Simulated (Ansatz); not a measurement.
# BLYP/STO-3G run of [NO2]− (nitrite)

What is the vertical singlet–triplet gap of [NO2]− (nitrite) at BLYP/STO-3G? 

The results are computed with Ansatz 0.2.0.

12 further runs of the same task are left out: 10 that didn't finish, 2 set aside as unsound or not needed.

## (1) The structure to begin with

[NO2]− has 3 atoms, charge -1, and is taken as a singlet. SMILES: `O=N[O-]`. The shape is that of a GFN2-xTB optimisation.

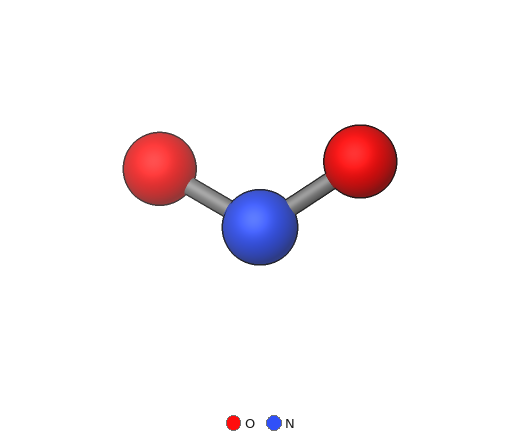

Viewed from a chosen angle; oxygen red, nitrogen blue.

## (2) The energy at BLYP/STO-3G

input.yaml

```yaml
crystal:
  periodic: [false, false, false]
  atoms:
    - {symbol: O, position_ang: [0.332300, 1.015250, 0.295330]}
    - {symbol: N, position_ang: [0.330220, -0.248730, 0.154080]}
    - {symbol: O, position_ang: [-0.662520, -0.766520, -0.449410]}
basis:
  gaussian:
    orbitals: STO-3G
total_charge: -1
hamiltonian:
  xc: {name: BLYP}
accuracy: high
```

Command:

```
$ ansatz run input.yaml --threads 1 --pin off --max-ram 2610MiB --events-out events.jsonl --progress --plain --runs-dir runs
```

Standard output:

```text
Warning: RAYON_NUM_THREADS=1 ignored (pool sized by the plan → 1); use --threads N
Functional definition: BLYP
  name "BLYP"
  parameter beta = 0.0042
  parameter a = 0.04918
  parameter b = 0.132
  parameter c = 0.2533
  parameter d = 0.349
  exchange = b88_x(beta = beta)
  correlation = lyp_c(a = a, b = b, c = c, d = d)
252 factors; integrals over basis functions are off by at most 3.8e-8 eV
mean field evaluation 1: about -5497.7777 eV, gradient 2.3e1 eV
mean field evaluation 2: about -5494.7144 eV, gradient 4.0e1 eV
mean field evaluation 4: about -5499.2797 eV, gradient 1.4e0 eV
mean field evaluation 8: about -5499.2425 eV, gradient 2.0e-2 eV
mean field evaluation 16: about -5499.2425 eV, gradient 2.8e-8 eV
mean field -5499.24246475 eV, -202.0934330592 hartree, gradient 2.3e-8 eV, S^2 0.000000; 0 other end points of the search recorded, 0 dependent functions left out
reference -5499.24248621 eV, -202.0934338479 hartree; 12, 12 occupied and 3, 3 virtual orbitals, 252 factors
Total energy: -5499.24248621 eV, -202.0934338479 hartree
```

It took 0.64 s on 1 thread of Arm Neoverse V1, shared host.

## (3) The triplet at the same level

run.yaml

```yaml
crystal:
  periodic: [false, false, false]
  atoms:
    - {symbol: O, position_ang: [0.332300, 1.015250, 0.295330]}
    - {symbol: N, position_ang: [0.330220, -0.248730, 0.154080]}
    - {symbol: O, position_ang: [-0.662520, -0.766520, -0.449410]}
basis:
  gaussian:
    orbitals: STO-3G
magnetization:
  spin_polarized: true
  initial_magnetization: 2
accuracy: high
total_charge: -1
hamiltonian:
  xc: {name: BLYP}
```

Command:

```
$ ansatz run run.yaml --threads 1 --pin off --max-ram 2610MiB --events-out events.jsonl --progress --plain --runs-dir runs
```

Standard output, shortened:

```text
Warning: RAYON_NUM_THREADS=1 ignored (pool sized by the plan → 1); use --threads N
[... 9 set-up lines as earlier in the session ...]
252 factors; integrals over basis functions are off by at most 3.8e-8 eV
mean field evaluation 1: about -5496.9122 eV, gradient 9.0e0 eV
mean field evaluation 2: about -5496.6349 eV, gradient 1.2e1 eV
mean field evaluation 4: about -5497.4656 eV, gradient 5.1e-1 eV
mean field evaluation 8: about -5497.4365 eV, gradient 5.5e-3 eV
mean field evaluation 16: about -5497.4365 eV, gradient 2.7e-8 eV
mean field evaluation 32: about -5495.9383 eV, gradient 3.2e0 eV
mean field -5497.43650957 eV, -202.0270654303 hartree, gradient 2.7e-8 eV, S^2 2.001117; 1 other end points of the search recorded, 0 dependent functions left out
reference -5497.43653109 eV, -202.0270662212 hartree; 13, 11 occupied and 2, 4 virtual orbitals, 252 factors
Total energy: -5497.43653109 eV, -202.0270662212 hartree
```

Run time: 1.3 s. Hardware: 1 thread of Arm Neoverse V1, shared host; peak memory 0.1 GiB.

## (4) Results

At BLYP/STO-3G:

| quantity | value |
| --- | --- |
| singlet: total energy | -202.09343 Eh |
| triplet: total energy | -202.02707 Eh |
| triplet: ⟨S²⟩ | 2.001 |
| vertical energy of the triplet above the singlet | 1.806 eV |

In words: At this shape the triplet lies 1.81 eV (174 kJ/mol) above the singlet. In a minimal basis such a difference can be off by several eV, whatever the method.
